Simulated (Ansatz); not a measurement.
## InCNClF (SMILES N#[C][In]([F])[Cl]): methods side by side

The species is InCNClF (5 atoms), meant as a singlet with charge 0. As SMILES, `N#[C][In]([F])[Cl]`. Geometry: optimised at r2SCAN/def2-SVP.

Each level gives the adiabatic electron affinity (to the doublet anion, shapes relaxed at r2SCAN/def2-SVP, no zero-point term) (eV). The values are calculated.

The electron affinity is E(neutral) − E(anion): positive where the electron is bound.

```json
{"level": "HF/def2-SVP (core potential)", "kind": "Hartree–Fock", "program": "Ansatz", "value (eV)": "2.07", "CPU time (all runs)": "5.1 s"}
{"level": "PBE/def2-SVP (core potential)", "kind": "GGA", "program": "Ansatz", "value (eV)": "2.22", "CPU time (all runs)": "5.1 s"}
{"level": "r2SCAN/def2-SVP (core potential)", "kind": "meta-GGA", "program": "Ansatz", "value (eV)": "2.43", "CPU time (all runs)": "15 s"}
{"level": "PBE0-D4/def2-SVP (core potential)", "kind": "global hybrid", "program": "Ansatz", "value (eV)": "2.33", "CPU time (all runs)": "8.6 s"}
{"level": "CAM-B3LYP/def2-SVP (core potential)", "kind": "range-separated hybrid", "program": "Ansatz", "value (eV)": "2.34", "CPU time (all runs)": "9.4 s"}
{"level": "B2PLYP/def2-SVP (core potential)", "kind": "double hybrid", "program": "Ansatz", "value (eV)": "2.13", "CPU time (all runs)": "12 s"}
{"level": "RPA@PBE/def2-SVP (core potential)", "kind": "RPA", "program": "Ansatz", "value (eV)": "2.03", "CPU time (all runs)": "10 s"}
{"level": "MP2/def2-SVP (core potential)", "kind": "perturbation theory", "program": "Ansatz", "value (eV)": "1.89", "CPU time (all runs)": "5.4 s"}
```

Spin-orbit coupling is left out. Sets without diffuse functions describe the anion poorly, and affinities from them come out too low, at high levels too. The values span 1.89 to 2.43 eV. In the correlated wave-function rows the outer d shell of In is correlated, in sets not made for it. In so small a basis fixed costs decide the times, and correlated methods can beat functionals. Times are those of the runs behind each value, whatever else they computed, on shared processors of several kinds: orders of magnitude only.

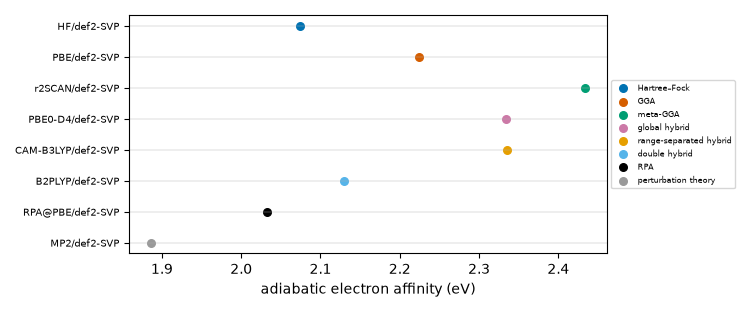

The values of the table, level by level.
